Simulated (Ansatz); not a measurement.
BP3

```
CELL_PARAMETERS angstrom
3.68882 0.00000 0.00000
0.00000 3.68882 0.00000
0.00000 0.00000 3.68882
ATOMIC_POSITIONS crystal
B 0.00000 0.00000 0.00000
P 0.00000 0.50000 0.50000
P 0.50000 0.00000 0.50000
P 0.50000 0.50000 0.00000
```

Space group Pm-3m; started from the Cu3Au (L1_2)_221 prototype, which need not be the ambient phase.

All numbers below come from DFT PBE, scalar-relativistic, plane waves, PAW (Ansatz).

Q: What will maps of the valence pseudo-density and electron localisation function show?

A: B–P (2.61 Å): ρ at the midpoint is about 0.28 e/Å³; the ELF peaks at about 0.80 in the valence shell of P, 0.8 Å from its nucleus, and drops to about 0.40 between the two atoms.

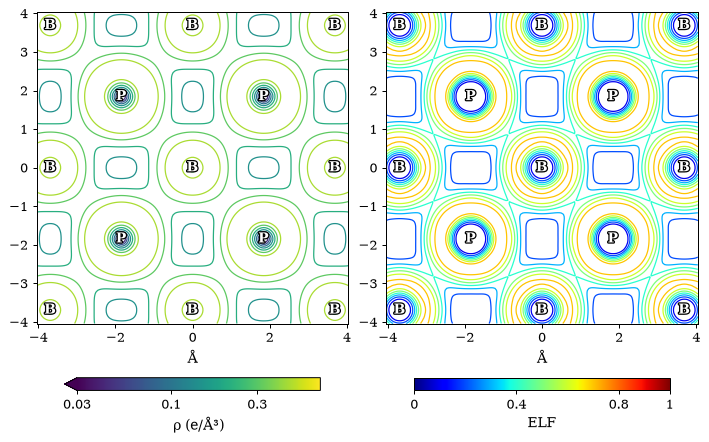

Computed valence pseudo-density and electron localisation function on the (010) plane of the conventional cell, in this order. 

Core electrons are frozen (PAW), and the valence fields are smoothed inside the atomic spheres.
